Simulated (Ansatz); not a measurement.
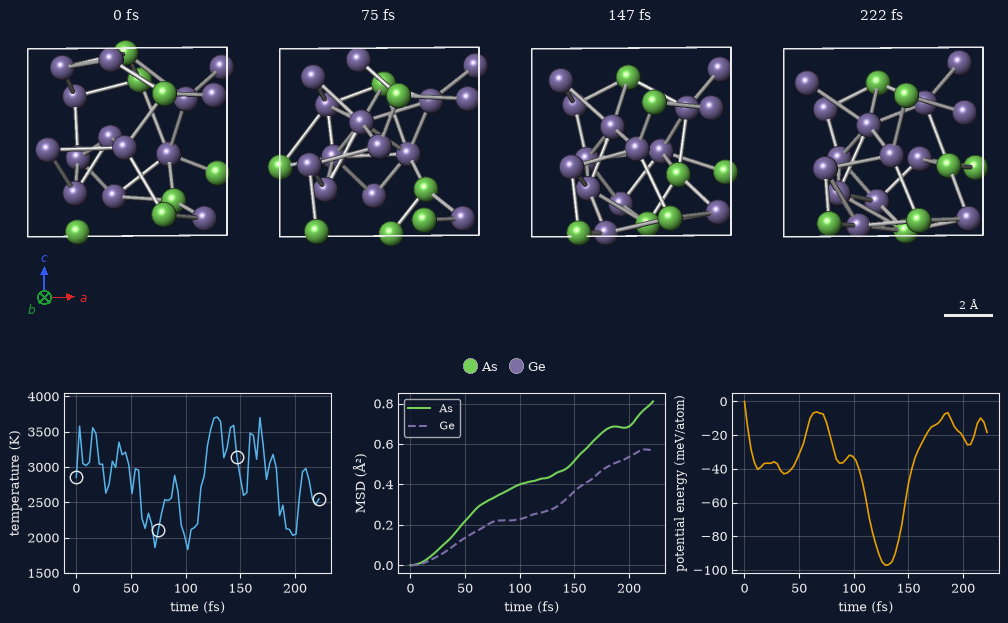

First-principles dynamics of an amorphous cell of composition Ge2As (21 atoms in the cell), 222 fs long. Frames and the history of the run. A ball-and-stick model of the simulation cell, seen along the b axis. Atoms that leave the cell re-enter on the other side. Bonds to atoms that aren't drawn are left out.

Level of theory: DFT PBE, scalar-relativistic, plane waves, PAW (Ansatz). Run with plane-wave cutoff 420 eV; k-point mesh 1 × 1 × 1; Fermi-Dirac smearing 0.259 eV; set temperature 3000 K; time step 3 fs.

Q: What do the frames and curves show?

A: Root-mean-square distances from the starting positions over the second half, with the common drift of all atoms taken out: As 0.77 Å, Ge 0.65 Å. Against the typical shortest distance between atoms in the first frame, about 2.4 Å these are large excursions, but over 222 fs one can't yet tell strong vibration from the start of diffusion. Bond changes: one As–As bond forms at about 213 fs. The mean temperature in the second half is 2935 K (standard deviation 502 K). The potential energy is still drifting at the end, so the run hasn't reached equilibrium. The potential energy in the second half lies on average 41.1 meV per atom below the first frame. The mean pressure there is 3.0 GPa.

Limits of the set-up: the periodic images lie only 7.8 Å apart, so the values are limited by the cell's size.
